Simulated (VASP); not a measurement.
Band structure of LiCl (rock salt). All values below come from PBE GGA, VASP's PBE PAW potentials (set 64) (plane waves; VASP 6.6.1).

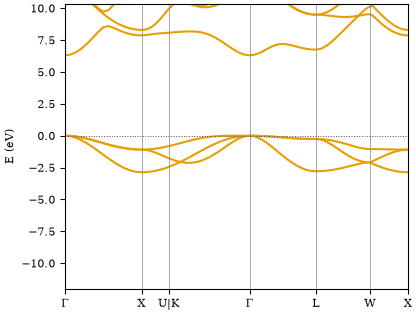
*Bands along high-symmetry lines, zero at the valence-band maximum or, without a gap, the Fermi level*

Q: Read the plot: is there a gap, and where are the band edges?

A: The gap is indirect, 6.30 eV, from the valence maximum at K-Γ at 0.79 to the conduction minimum at Γ. (Edges off the drawn lines would not show.)

Measured: gap 9.40 eV (computed value off by -3.10 eV), as given by Wei Chen et al., Physical Review Materials (2018), doi:10.1103/physrevmaterials.2.073803.

The compound is LiCl in the rock salt structure. The cell was not relaxed at this level.
